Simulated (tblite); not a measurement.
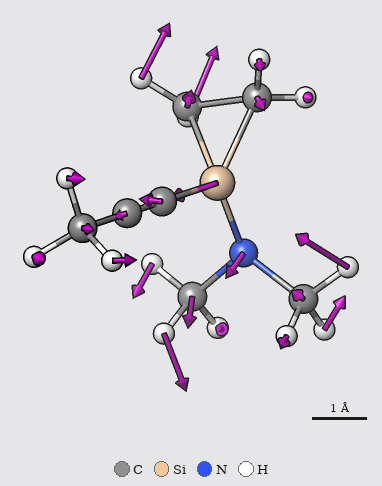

A relaxation of C7H13NSi. The starting structure is drawn; purple arrows show the displacements, magnified 5 times. The two geometries are superimposed by the best rigid fit.

A ball-and-stick model, seen from a free direction.

Computed with GFN2-xTB geometry optimisation, gas phase in tblite 0.8.0. 

> Describe the change and its energy.

An H atom moves most after the best rigid fit: 0.30 Å. By element the largest moves are H 0.30 Å, Si 0.22 Å, C 0.13 Å, N 0.12 Å. Some distances before and after: C–Si 1.799 → 1.878 Å, C–C 1.495 → 1.543 Å, C–N 1.477 → 1.443 Å, C–C 1.478 → 1.445 Å. Bond angles that change, for instance: Si–C–H 115.0° → 121.3°, N–Si–C 111.1° → 116.7°, C–Si–C 123.7° → 118.5°. Over 72 geometry steps the energy falls by 36.7 kJ/mol. The run took 0.68 s on 1 thread of Arm Neoverse V1, on a shared host.
